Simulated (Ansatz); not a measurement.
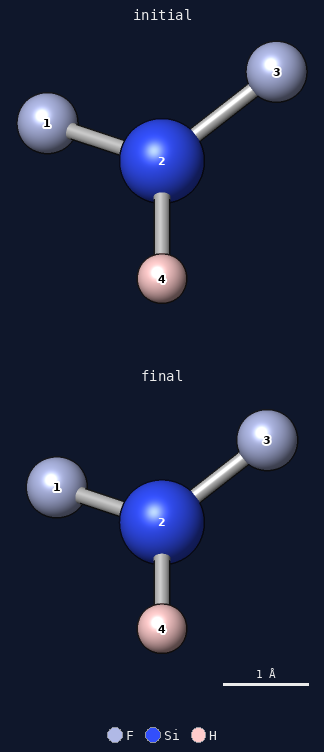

The structure of SiHF2 (charge +1) before (top) and after (bottom) a relaxation, at one scale.

A ball-and-stick model, seen at a tilt.

It is one of the separated reactants of a reaction.

Method: RKS PBE-D4/def2-SVP (Ansatz).

Input file:
```yaml
crystal:
  periodic: [false, false, false]
  atoms:
    - {symbol: F, position_ang: [1.406769, 0.319402, -0.883657]}
    - {symbol: Si, position_ang: [-0.003412, -0.028678, 0.016011]}
    - {symbol: F, position_ang: [-1.230860, 1.159076, 0.058244]}
    - {symbol: H, position_ang: [-0.172498, -1.449799, 0.809402]}
basis:
  gaussian: {orbitals: def2-SVP}
total_charge: 1
hamiltonian: {xc: pbe, dispersion: d4}
relax: {f_tol: 0.03, max_steps: 250}
```

Command:
```bash
ansatz run in.yaml --threads 2 --pin off --events-out ev --progress --plain --max-ram 4352MiB
```

### What changed between the two?

The largest move after the best rigid fit is that of H4, 0.15 Å. Largest moves by element: H 0.15 Å, F 0.14 Å, Si 0.01 Å. Among the contacts that change: Si2–H4 1.636 → 1.479 Å, F1–Si2 1.709 → 1.572 Å. After 5 geometry steps the energy has fallen by 18.3 kcal/mol. Largest force component: 3.3 eV/Å at the start, 0.011 eV/Å at the end.
